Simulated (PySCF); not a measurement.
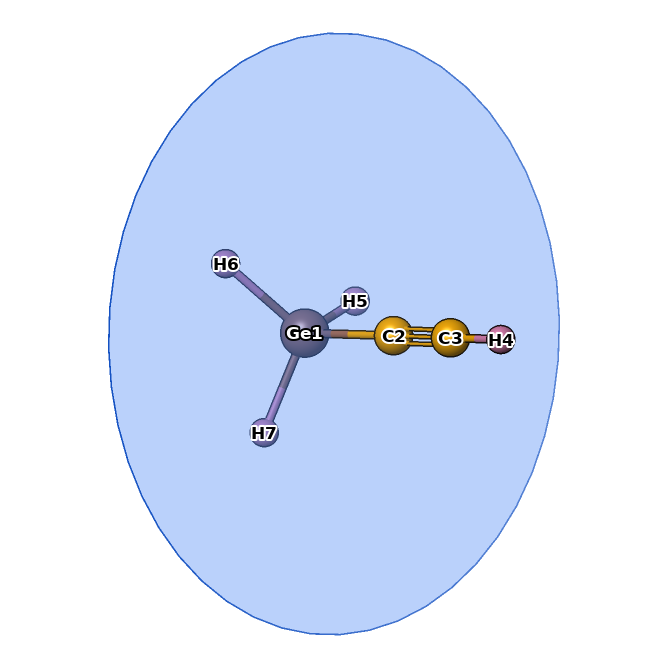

A disc through the centre of mass is drawn in. Atoms fade into the background with distance from the viewer. Computed geometry: PBE0-D3(BJ)/def2-SVP optimisation. No frequency run is at hand to confirm it as a minimum.

Is the plane of the disc a mirror plane of the structure?

No. The point group is C3v, with 1 C3 axis and 3 mirror planes, and this plane isn't one of its mirror planes.
